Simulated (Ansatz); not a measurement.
## Run report: BAsH6SO2, geometry relaxation (part 3 of 3)

BAsH6SO2; RKS PBE0-D4/def2-SVP (Ansatz 0.2.0). The input holds or restrains some coordinates. Forces given for the steps count only the free coordinates.

Geometry of the input (Å):
```
B  0.2932  -0.2059  -0.2182
S  0.3578  1.7867  -1.5499
O  -0.9232  -0.7463  -0.5337
O  1.5171  -0.7905  -0.3753
H  0.2719  0.9954  0.1466
As 0.2648  0.1848  2.1049
H  -0.9636  1.9237  -1.5338
H  -0.9436  -1.4505  -1.1809
H  1.6473  -1.3979  -1.1030
H  -1.0867  0.8469  2.1463
H  -0.4351  -1.1465  2.0970
```

Trajectory as extended XYZ, continued:
```
11
Properties=species:S:1:pos:R:3:forces:R:3 step=23 energy=-76515.15295
B     0.2432   -0.4585   -0.2614   -0.0647   0.3078   0.2999
S     0.0961    1.6938   -1.3073   -0.1530  -0.8185   1.0751
O    -0.8134   -1.1848   -0.7460   -0.0140  -0.0055   0.0139
O     1.5762   -0.7688   -0.4012    0.0039   0.0362  -0.0924
H    -0.1487    0.7921    0.3171    0.1554   0.0332  -0.2394
As   -0.1481   -0.4120    2.0613    0.0192   0.5073  -1.1252
H    -1.1868    1.4343   -1.6428    0.0294   0.0033   0.0016
H    -0.5256   -1.8009   -1.4287    0.0054   0.0042   0.0032
H     1.9447   -0.3808   -1.2036   -0.0035  -0.0276   0.0689
H     0.5098    0.8906    2.5090   -0.0083  -0.0237  -0.0267
H    -1.5476    0.1950    2.1036    0.0302  -0.0166   0.0210
11
Properties=species:S:1:pos:R:3:forces:R:3 step=24 energy=-76515.15483
B     0.2319   -0.4623   -0.2651   -0.0524   0.3239   0.2202
S     0.0919    1.6921   -1.3078   -0.1036  -0.7891   1.0672
O    -0.8260   -1.1877   -0.7477    0.0124  -0.0171   0.0177
O     1.5615   -0.7821   -0.4164   -0.0070  -0.0404   0.0255
H    -0.1577    0.7875    0.3143    0.1354   0.0212  -0.2172
As   -0.1608   -0.4182    2.0574    0.0913   0.4630  -1.1195
H    -1.1770    1.4103   -1.6702   -0.0175  -0.0053  -0.0019
H    -0.5306   -1.7992   -1.4317   -0.0095  -0.0008  -0.0070
H     1.9683   -0.3251   -1.1594   -0.0328   0.0217   0.0103
H     0.5393    0.8634    2.4935    0.0034   0.0095   0.0063
H    -1.5409    0.2213    2.1331   -0.0198   0.0134  -0.0016
11
Properties=species:S:1:pos:R:3:forces:R:3 step=25 energy=-76515.15567
B     0.2308   -0.4670   -0.2721   -0.1804   0.2631   0.3137
S     0.0942    1.6885   -1.3127   -0.1301  -0.8096   1.0295
O    -0.8309   -1.1989   -0.7351    0.0100   0.0137  -0.0283
O     1.5555   -0.8025   -0.4228    0.0035   0.0408  -0.0829
H    -0.1653    0.7811    0.3062    0.1618  -0.0109  -0.1501
As   -0.1594   -0.4223    2.0509    0.0518   0.5201  -1.0980
H    -1.1708    1.3973   -1.6852    0.0168  -0.0010   0.0022
H    -0.5502   -1.7903   -1.4426    0.0027  -0.0145  -0.0045
H     1.9701   -0.2709   -1.1096    0.0624  -0.0042   0.0021
H     0.5591    0.8514    2.4833   -0.0064   0.0001   0.0113
H    -1.5332    0.2334    2.1399    0.0080   0.0025   0.0051
11
Properties=species:S:1:pos:R:3:forces:R:3 step=26 energy=-76515.14252 accepted=F
B     0.2133   -0.4807   -0.2755   -0.0981   0.2754   0.1840
S     0.0940    1.6749   -1.3183   -0.1972  -0.7407   1.0111
O    -0.8499   -1.2085   -0.7399    0.0513  -0.0024   0.0266
O     1.5331   -0.8243   -0.4546    0.5481   0.7735  -0.7329
H    -0.1783    0.7693    0.2996    0.1783  -0.0015  -0.1315
As   -0.1655   -0.4270    2.0491   -0.0167   0.5274  -1.0507
H    -1.1550    1.3522   -1.7193    0.0348   0.0180  -0.0005
H    -0.5656   -1.7843   -1.4599   -0.0085  -0.0012   0.0165
H     1.9871   -0.1704   -1.0373   -0.5130  -0.8058   0.7111
H     0.5989    0.8151    2.4998   -0.0009  -0.0145  -0.0436
H    -1.5124    0.2835    2.1565    0.0219  -0.0282   0.0099
11
Properties=species:S:1:pos:R:3:forces:R:3 step=27 energy=-76515.15811
B     0.2194   -0.4727   -0.2733   -0.0199   0.2571   0.1562
S     0.0966    1.6828   -1.3157   -0.1299  -0.7512   1.0330
O    -0.8407   -1.2047   -0.7347   -0.0497  -0.0065   0.0222
O     1.5385   -0.8196   -0.4571    0.0526   0.0802  -0.0665
H    -0.1619    0.7790    0.3054    0.1433  -0.0148  -0.1684
As   -0.1599   -0.4226    2.0513    0.0548   0.5038  -1.0790
H    -1.1638    1.3884   -1.6980   -0.0026  -0.0060   0.0026
H    -0.5553   -1.7944   -1.4424    0.0023   0.0054   0.0061
H     1.9866   -0.2254   -1.0702   -0.0511  -0.0674   0.0960
H     0.5682    0.8457    2.4852   -0.0028  -0.0034  -0.0001
H    -1.5280    0.2434    2.1495    0.0031   0.0030  -0.0020
11
Properties=species:S:1:pos:R:3:forces:R:3 step=28 energy=-76515.16040
B     0.2149   -0.4756   -0.2843   -0.0254   0.2920   0.1641
S     0.0936    1.6804   -1.3258   -0.1307  -0.7333   1.0089
O    -0.8551   -1.2065   -0.7233    0.0258  -0.0303  -0.0076
O     1.5281   -0.8336   -0.4836    0.0610   0.0846  -0.1113
H    -0.1597    0.7720    0.2935    0.1437   0.0048  -0.1105
As   -0.1537   -0.4258    2.0420    0.0372   0.5110  -1.0426
H    -1.1650    1.3789   -1.7076   -0.0061  -0.0052   0.0009
H    -0.5787   -1.7912   -1.4386   -0.0158  -0.0157  -0.0159
H     2.0138   -0.1818   -1.0033   -0.0921  -0.1172   0.1154
H     0.5795    0.8373    2.4818    0.0038   0.0047  -0.0018
H    -1.5181    0.2459    2.1492   -0.0014   0.0045   0.0005
11
Properties=species:S:1:pos:R:3:forces:R:3 step=29 energy=-76515.15998 accepted=F
B     0.2121   -0.4776   -0.2918   -0.0595   0.2708   0.1457
S     0.0863    1.6774   -1.3348   -0.1241  -0.7153   1.0032
O    -0.8637   -1.2060   -0.7219    0.0748  -0.0443  -0.0192
O     1.5198   -0.8475   -0.5020    0.2357   0.3439  -0.2653
H    -0.1529    0.7703    0.2874    0.1246   0.0031  -0.1040
As   -0.1506   -0.4281    2.0355    0.0333   0.5252  -1.0141
H    -1.1713    1.3631   -1.7098   -0.0019  -0.0010   0.0038
H    -0.5946   -1.7841   -1.4461   -0.0246  -0.0043  -0.0002
H     2.0344   -0.1523   -0.9439   -0.2664  -0.3818   0.2548
H     0.5900    0.8313    2.4744    0.0118   0.0021   0.0024
H    -1.5094    0.2535    2.1529   -0.0039   0.0017  -0.0070
11
Properties=species:S:1:pos:R:3:forces:R:3 step=30 energy=-76515.16194
B     0.2132   -0.4757   -0.2890   -0.0313   0.2648   0.1506
S     0.0894    1.6800   -1.3309   -0.1287  -0.7307   1.0095
O    -0.8572   -1.2093   -0.7229    0.0236  -0.0151   0.0000
O     1.5235   -0.8403   -0.4945    0.0318   0.0708  -0.0834
H    -0.1556    0.7741    0.2911    0.1336  -0.0160  -0.1200
As   -0.1538   -0.4266    2.0377    0.0359   0.5176  -1.0288
H    -1.1702    1.3735   -1.7059   -0.0039  -0.0028   0.0017
H    -0.5843   -1.7918   -1.4415   -0.0100  -0.0075  -0.0103
H     2.0225   -0.1686   -0.9724   -0.0539  -0.0901   0.0822
H     0.5865    0.8318    2.4799    0.0043   0.0046  -0.0016
H    -1.5141    0.2529    2.1482   -0.0012   0.0044   0.0002
11
Properties=species:S:1:pos:R:3:forces:R:3 step=31 energy=-76515.16364
B     0.2131   -0.4765   -0.2956   -0.0523   0.2120   0.1103
S     0.0795    1.6772   -1.3403   -0.1190  -0.7167   1.0146
O    -0.8588   -1.2129   -0.7205    0.0044  -0.0156  -0.0009
O     1.5169   -0.8545   -0.5164    0.1085   0.2366  -0.1247
H    -0.1502    0.7759    0.2866    0.1300  -0.0369  -0.1403
As   -0.1545   -0.4279    2.0310    0.0469   0.5359  -1.0001
H    -1.1832    1.3660   -1.7008    0.0011  -0.0031   0.0056
H    -0.5944   -1.7877   -1.4489   -0.0030   0.0064   0.0039
H     2.0430   -0.1497   -0.9169   -0.1232  -0.2168   0.1386
H     0.5964    0.8244    2.4747    0.0054  -0.0023   0.0017
H    -1.5078    0.2655    2.1472    0.0012   0.0005  -0.0087
11
Properties=species:S:1:pos:R:3:forces:R:3 step=32 energy=-76515.16567
B     0.2072   -0.4713   -0.3145   -0.0174   0.2342   0.0832
S     0.0599    1.6831   -1.3561   -0.0947  -0.7210   1.0179
O    -0.8660   -1.2033   -0.7396    0.0112  -0.1257  -0.0265
O     1.5049   -0.8671   -0.5358    0.0929   0.2054  -0.0985
H    -0.1404    0.7796    0.2734    0.1031  -0.0417  -0.1481
As   -0.1501   -0.4300    2.0137    0.0258   0.5486  -0.9742
H    -1.2185    1.3870   -1.6736    0.0165  -0.0080   0.0078
H    -0.5906   -1.8195   -1.4309   -0.0303   0.0829   0.0316
H     2.0786   -0.1488   -0.8290   -0.1142  -0.1829   0.0909
H     0.6116    0.8151    2.4589    0.0086   0.0051   0.0132
H    -1.4968    0.2752    2.1334   -0.0015   0.0032   0.0028
11
Properties=species:S:1:pos:R:3:forces:R:3 step=33 energy=-76515.16537 accepted=F
B     0.1997   -0.4772   -0.3213    0.0649   0.2011   0.0922
S     0.0538    1.6736   -1.3705   -0.1816  -0.7292   1.0234
O    -0.8712   -1.2199   -0.7332    0.0612  -0.1184  -0.1235
O     1.4955   -0.8696   -0.5573    0.3407   0.4994  -0.1422
H    -0.1457    0.7747    0.2616    0.1331  -0.0034  -0.1500
As   -0.1414   -0.4245    2.0091   -0.0236   0.5009  -0.9470
H    -1.2270    1.3630   -1.6668    0.0316   0.0308  -0.0086
H    -0.6079   -1.7947   -1.4666   -0.0581   0.1159   0.1303
H     2.0946   -0.1280   -0.7519   -0.3766  -0.5105   0.1432
H     0.6315    0.8102    2.4656    0.0060   0.0118  -0.0309
H    -1.4819    0.2924    2.1313    0.0025   0.0016   0.0130
11
Properties=species:S:1:pos:R:3:forces:R:3 step=34 energy=-76515.16863
B     0.2115   -0.4758   -0.3180   -0.0512   0.2108   0.1066
S     0.0525    1.6724   -1.3706   -0.0810  -0.7163   1.0213
O    -0.8621   -1.2163   -0.7267    0.0215  -0.0959  -0.0646
O     1.5070   -0.8738   -0.5436    0.0604   0.1729  -0.0873
H    -0.1358    0.7756    0.2640    0.1099  -0.0235  -0.1337
As   -0.1471   -0.4260    2.0099    0.0336   0.5424  -0.9580
H    -1.2387    1.3989   -1.6537    0.0125  -0.0145   0.0059
H    -0.5995   -1.8008   -1.4496   -0.0333   0.0477   0.0349
H     2.0962   -0.1531   -0.7925   -0.0792  -0.1341   0.0674
H     0.6114    0.8219    2.4540    0.0064   0.0046   0.0100
H    -1.4953    0.2768    2.1269    0.0003   0.0058  -0.0025
11
Properties=species:S:1:pos:R:3:forces:R:3 step=35 energy=-76515.17084
B     0.2103   -0.4866   -0.3171   -0.0251   0.1840   0.0355
S     0.0467    1.6534   -1.3856   -0.1495  -0.6755   1.0500
O    -0.8638   -1.2299   -0.7214    0.0611  -0.0853  -0.0713
O     1.5017   -0.8758   -0.5734    0.1596   0.2283  -0.0240
H    -0.1236    0.7701    0.2583    0.0960   0.0235  -0.1879
As   -0.1416   -0.4208    2.0115    0.0318   0.5112  -0.9521
H    -1.2549    1.3870   -1.6309    0.0383   0.0102   0.0043
H    -0.6152   -1.7729   -1.4820   -0.0432   0.0566   0.0893
H     2.1118   -0.1424   -0.7265   -0.1813  -0.2492   0.0689
H     0.6165    0.8300    2.4500    0.0084  -0.0029  -0.0066
H    -1.4880    0.2876    2.1172    0.0039  -0.0010  -0.0062
11
Properties=species:S:1:pos:R:3:forces:R:3 step=36 energy=-76515.17494
B     0.2064   -0.4803   -0.3346   -0.0477   0.1087   0.0697
S     0.0153    1.6582   -1.4014   -0.0810  -0.6977   1.0601
O    -0.8558   -1.2411   -0.7343   -0.0415   0.0090  -0.0158
O     1.4958   -0.8734   -0.5852    0.0730   0.0927   0.0156
H    -0.1286    0.7727    0.2439    0.0775   0.0209  -0.2052
As   -0.1492   -0.4231    1.9936    0.0681   0.5411  -0.9177
H    -1.2923    1.3982   -1.6109   -0.0053   0.0027  -0.0023
H    -0.6066   -1.7840   -1.4916   -0.0029   0.0007  -0.0048
H     2.1346   -0.1556   -0.6230   -0.0288  -0.0634   0.0099
H     0.6534    0.8040    2.4272   -0.0206  -0.0214   0.0002
H    -1.4731    0.3244    2.1163    0.0092   0.0068  -0.0099
11
Properties=species:S:1:pos:R:3:forces:R:3 step=37 energy=-76515.16008 accepted=F
B     0.1955   -0.4970   -0.3478    0.1103   0.4101   0.2007
S     0.0006    1.6373   -1.4225   -0.0742  -0.6776   1.0797
O    -0.8821   -1.2337   -0.7635    0.3477   0.0048   0.0908
O     1.5037   -0.8635   -0.5558   -0.3113  -0.3072  -0.1705
H    -0.1172    0.7737    0.2364    0.0217  -0.0334  -0.2696
As   -0.1107   -0.4211    1.9869   -0.2211   0.4107  -0.9713
H    -1.3181    1.4070   -1.6019    0.0227   0.0024   0.0149
H    -0.6310   -1.7822   -1.5164   -0.0300  -0.0116  -0.0205
H     2.1442   -0.1520   -0.5439    0.0362   0.1161   0.0090
H     0.6546    0.8141    2.4279    0.1349   0.1193  -0.0106
H    -1.4395    0.3174    2.1005   -0.0370  -0.0336   0.0474
11
Properties=species:S:1:pos:R:3:forces:R:3 step=38 energy=-76515.17599
B     0.2061   -0.4833   -0.3383   -0.0411   0.1508   0.0928
S     0.0030    1.6521   -1.4092   -0.0691  -0.6881   1.0717
O    -0.8562   -1.2424   -0.7410   -0.0121  -0.0064  -0.0136
O     1.4976   -0.8713   -0.5842    0.0198   0.0224   0.0013
H    -0.1287    0.7729    0.2405    0.0716   0.0146  -0.2344
As   -0.1457   -0.4228    1.9904    0.0379   0.5230  -0.9235
H    -1.3082    1.3984   -1.6049   -0.0001   0.0002   0.0034
H    -0.6106   -1.7785   -1.5045   -0.0023   0.0035   0.0017
H     2.1430   -0.1599   -0.5842   -0.0049  -0.0166   0.0042
H     0.6629    0.7991    2.4230   -0.0007  -0.0045  -0.0004
H    -1.4633    0.3355    2.1125    0.0011   0.0011  -0.0031
```

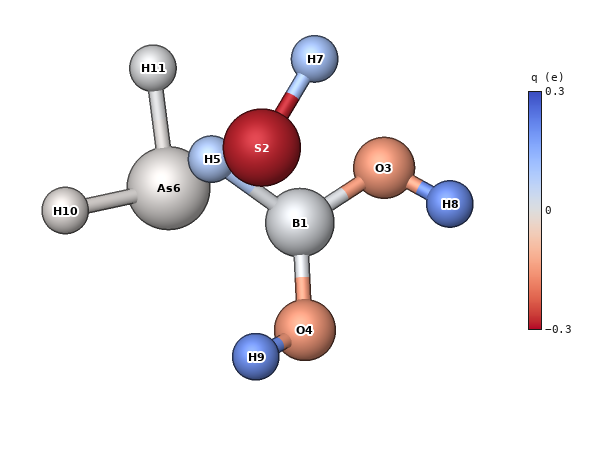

Fig. 1: Mulliken charges, as the colour of each atom (ball-and-stick view, seen at a tilt; atoms are numbered from 1 in the order of the input). By element: B +0.01, S −0.28, O −0.15, H −0.01 to +0.20 and As −0.01 e.
